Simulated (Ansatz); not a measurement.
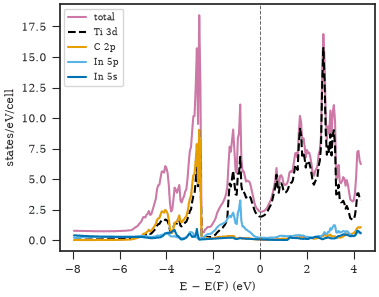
Figure. Total and projected density of states of Ti$_{2}$InC in space group P6_3/mmc (No. 194; Ti on 4f, In on 2d, C on 2a), DFT-PBEsol in the program Ansatz with PAW potentials

Which orbitals carry the states next to the Fermi level?

Within 0.5 eV of the Fermi level: Ti 3d 82 %, In 5p 10 %. Projections are on Löwdin-orthogonalised atomic valence shells; empty p or d shells of many metals are not among them.

Where is the tallest occupied peak in this window, and what makes it?

Near -2.6 eV, about 18 states/eV per cell; the largest projected share is C 2p.

The workflow started from a Materials Project entry (that database holds measured and hypothetical structures alike); the Crystallography Open Database copy checked does not list it. Whether it is the stable phase at ambient conditions was not checked. The PBEsol relaxation kept the symmetry of its start; its stability against distortions is not shown here. The run is not spin-polarised. Spin–orbit coupling is left out wherever it is not named.

Potentials: the later of the program's two PAW sets.
